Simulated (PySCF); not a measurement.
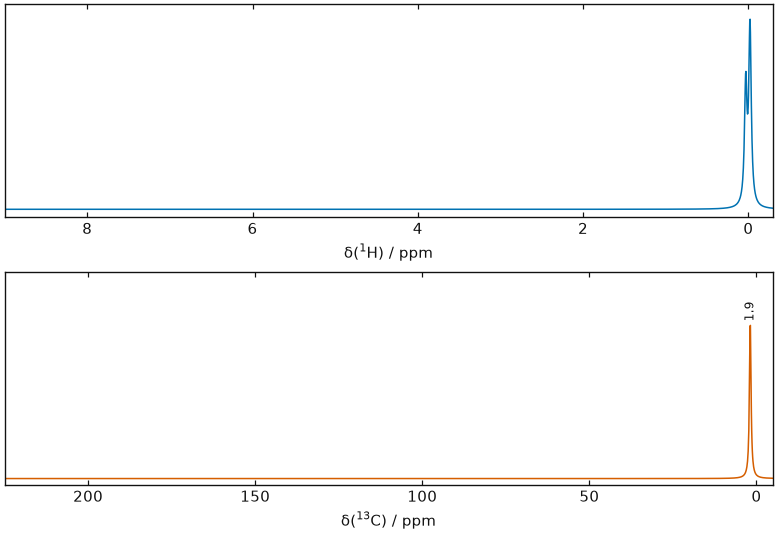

GIAO shifts, PBE0/cc-pVTZ in PySCF, at a PBE0-D3(BJ)/def2-SVP geometry (no frequency check), against TMS for ¹H and TMS for ¹³C computed at the same level. Gas phase, fully decoupled, line heights follow the number of nuclei, widths are arbitrary (no quadrupolar broadening); values of one conformer, averaged over nuclei that symmetry, rotation about single bonds or inversion at nitrogen exchange, these motions taken as fast. Protons on N, O or S are those of the isolated molecule, without hydrogen bonds to neighbours or exchange.

> Which structure fits the spectrum?
A. C₂H₁₀N₂Si, SMILES C[Si](C)(N)N
B. C₂H₅NOSi, SMILES C#C[Si@H](N)O

A. Its ¹H signals: 0.03 (4 H), −0.02 (6 H) ppm. Its ¹³C signals: 1.9 (2 C) ppm.
